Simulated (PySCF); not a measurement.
Breaking a bond: SMILES B. The B1–H4 bond (B1 also carries H, H; H4 carries nothing else) is pulled apart rigidly from the PBE0/def2-TZVP optimised geometry.

```
4

B      0.0000     0.0000     0.0000
H      0.0000    -1.0335    -0.5967
H      0.0000     1.0335    -0.5967
H      0.0000     0.0000     1.1934
```

Methods: RMP2 = PySCF with MP2 on RHF/cc-pVDZ, 1 core orbital frozen; RKS-M06-2X/6-31G* = restricted M06-2X/6-31G*, spherical d in PySCF; UKS-BHandHLYP = unrestricted BHandHLYP/cc-pVDZ (PySCF); UKS-B3LYP/6-31G* = unrestricted B3LYP/6-31G*, spherical d run with PySCF; UKS-r2SCAN = unrestricted r2SCAN/cc-pVDZ run with PySCF 2.14.0.

Energies are in kcal/mol, each relative to the lowest point of its own curve near equilibrium.

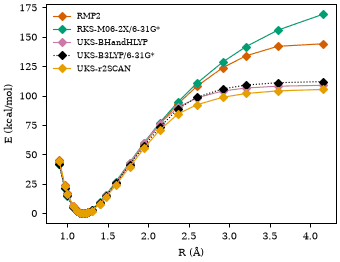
Energy against bond length for each method.

```csv
R / Å,RMP2,RKS-M06-2X/6-31G*,UKS-BHandHLYP,UKS-B3LYP/6-31G*,UKS-r2SCAN
0.90,45.6,42.0,43.4,42.1,44.7
0.97,23.5,21.1,22.1,21.2,23.1
1.00,16.9,14.9,15.7,15.0,16.5
1.07,6.4,5.2,5.7,5.4,6.3
1.12,2.3,1.6,1.9,1.8,2.2
1.16,0.5,0.3,0.4,0.3,0.5
1.19,0.0,0.0,0.0,0.0,0.0
1.23,0.1,0.4,0.3,0.3,0.1
1.26,0.8,1.3,1.0,1.1,0.7
1.30,2.2,2.9,2.6,2.7,2.1
1.40,8.1,9.2,8.7,8.7,7.7
1.48,14.4,15.7,15.1,14.9,13.6
1.60,25.2,26.7,26.0,25.4,23.9
1.77,41.7,43.1,42.5,41.1,39.3
1.95,58.8,60.0,59.6,57.3,55.2
2.14,75.5,76.7,76.2,73.0,70.7
2.37,93.2,94.8,90.1,88.8,84.4
2.60,107.9,110.5,98.1,98.5,92.2
2.92,123.8,128.6,104.0,105.8,98.6
3.21,133.9,141.8,106.5,109.0,101.8
3.60,142.0,155.7,108.0,111.0,104.0
4.16,144.1,169.3,108.8,111.9,105.3
```

At the longest distance, 4.16 Å, RKS-M06-2X/6-31G* lies highest above its minimum (169.3 kcal/mol) and UKS-r2SCAN lowest (105.3 kcal/mol).

The restricted form behind RMP2, RKS-M06-2X/6-31G* keeps the bonding electrons paired and can't separate into open-shell fragments. The T1 diagnostic of CCSD on the restricted reference of RMP2 exceeds 0.045 at 2.60 to 4.16 Å. The unrestricted determinant behind UKS-BHandHLYP is spin-contaminated at 2.14 to 4.16 Å (<S²> up to 1.0, against 0.00 for a pure singlet). The unrestricted determinant behind UKS-B3LYP/6-31G*, UKS-r2SCAN is spin-contaminated at 2.37 to 4.16 Å (<S²> up to 1.0, against 0.00 for a pure singlet).
